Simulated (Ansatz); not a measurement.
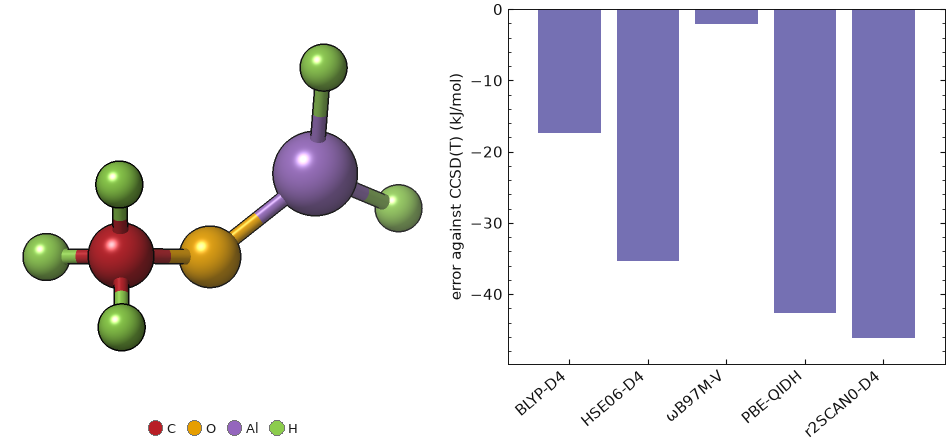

Error in the electronic atomisation energy (method less reference, so positive means overbinding) of CH₅AlO, SMILES C[O][AlH2], singlet: functionals in def2-TZVPP against frozen-core CCSD(T) at the limit (MP2 extrapolated from triple and quadruple zeta, plus CCSD(T) less MP2 in a smaller set), which gives 2710.8 kJ/mol, at a PBE0-D4/def2-TZVP geometry (a minimum by its frequencies), no zero-point or spin-orbit term, the Ansatz code 0.2.0. The reference leaves out core correlation, a term that grows with the number of heavy atoms. PBE-QIDH holds a correlation term that converges slowly with the basis, so part of the distance to the limit is basis error. No dispersion term is added to PBE-QIDH.

**Which of these levels overbind, and which underbind?**

Overbind: none clearly. Underbind: BLYP-D4, HSE06-D4, PBE-QIDH and r2SCAN0-D4. Within 15 kJ/mol of zero, too close to call in view of what the reference leaves out: ωB97M-V.

**Give the values.**

```
     level  kJ/mol
   BLYP-D4   −17.5
  HSE06-D4   −35.4
   ωB97M-V    −2.0
  PBE-QIDH   −42.7
r2SCAN0-D4   −46.1
```
